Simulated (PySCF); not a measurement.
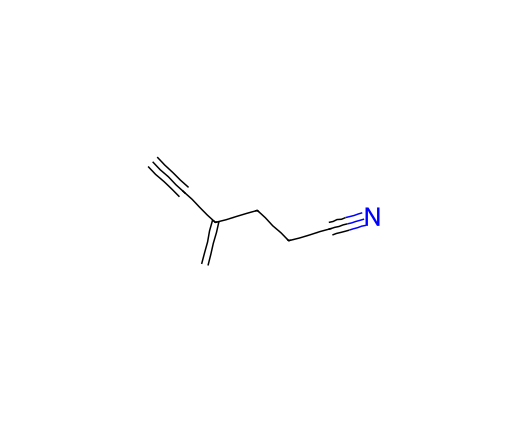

Skeletal drawing of a molecule.

> Transcribe the drawing into SMILES.

C#CC(=C)CCC#N

> What is the molecular formula?

C7H7N.

> An optimisation with GFN2-xTB gave a structure of which point group?

C1. Other conformers may differ.

More results for the same structure follow; atom numbers are the same in all pictures, views and colours differ. Computed geometry: GFN2-xTB optimisation. No frequency run is at hand to confirm it as a minimum.

Geometry

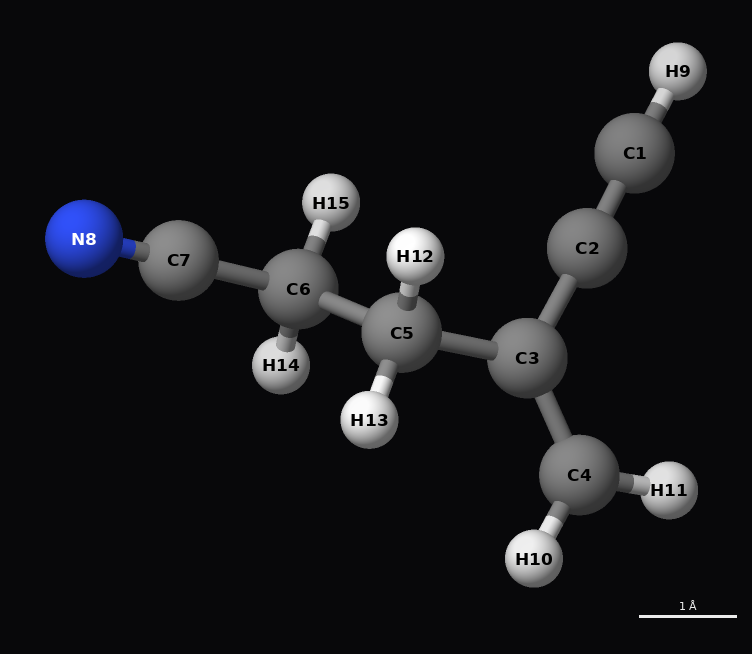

The atoms are numbered. No frequency run is at hand to confirm it as a minimum.

What are the angles C2–C1–H9, C2–C3–C4, C2–C3–C5, C3–C4–H10, C3–C4–H11, C3–C5–C6, C4–C3–C5, C5–C6–C7, C5–C6–H15, C6–C5–H12, C6–C7–N8, C7–C6–H14?

```csv
angle,degrees
C2–C1–H9,178.7
C2–C3–C4,121.3
C2–C3–C5,115.4
C3–C4–H10,121.4
C3–C4–H11,121.6
C3–C5–C6,110.1
C4–C3–C5,123.3
C5–C6–C7,110.8
C5–C6–H15,109.9
C6–C5–H12,109.0
C6–C7–N8,178.8
C7–C6–H14,108.6
```

Excitation

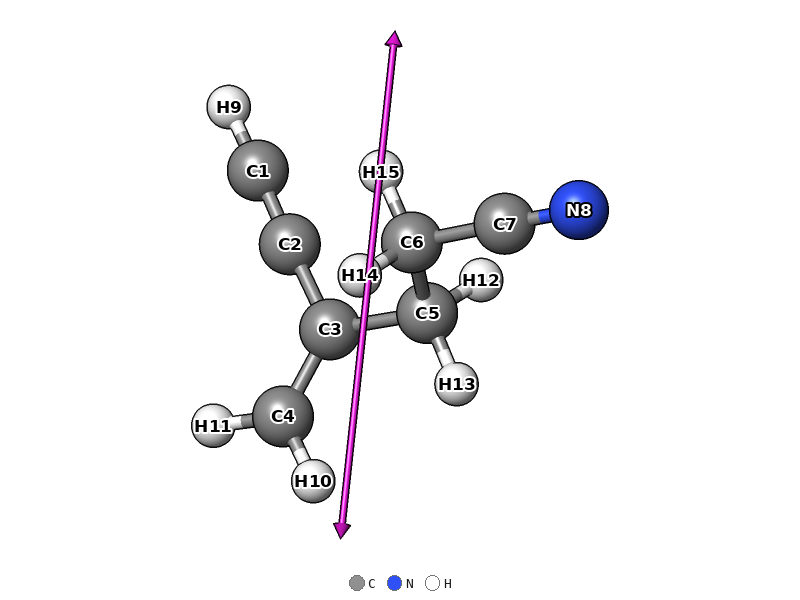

The double arrow shows the direction of the transition dipole to excited singlet state 2 (its length means nothing). No frequency run is at hand to confirm it as a minimum. Method: TDDFT PBE0/def2-SVPD, vertical, gas phase, core orbitals frozen in the response (PySCF 2.14.0).

> Where does the transition lie, and how strong is it?

5.72 eV (217 nm), oscillator strength 0.25, mainly HOMO → LUMO (weight 0.85); transition dipole 3.38 D.

NMR shielding

The questions are on isotropic NMR shieldings of the C atoms. No frequency run is at hand to confirm it as a minimum. Properties computed with GIAO PBE0/pcSseg-1 NMR shielding, non-relativistic, gas phase (PySCF 2.14.0).

> Which C atom is the most shielded (lowest chemical shift)?

C6 (168.6 ppm).

> Which C atom is the least shielded (highest chemical shift)?

C3 (50.7 ppm).

> How wide is the range of C shifts?

117.9 ppm.

List the isotropic NMR shieldings of the C atoms.

```csv
atom,σ (ppm)
C1,96.7
C2,100.3
C3,50.7
C4,52.8
C5,146.3
C6,168.6
C7,63.3
```

Quadrupole coupling

No frequency run is at hand to confirm it as a minimum. Electric field gradients from the ground-state density, PBE0/pcSseg-1 (PySCF 2.14.0), non-relativistic apart from any core potentials.

Give the largest field-gradient component, the quadrupole coupling constant and the asymmetry for 14N at N8 (Q = 20.44 mb), 2H at H9 (Q = 2.86 mb), 2H at H10 (Q = 2.86 mb).

```csv
atom,V_zz (a.u.),e²qQ/h (MHz),η
N8,−0.967,−4.64,0.03
H9,0.395,0.266,0.00
H10,0.335,0.225,0.05
```
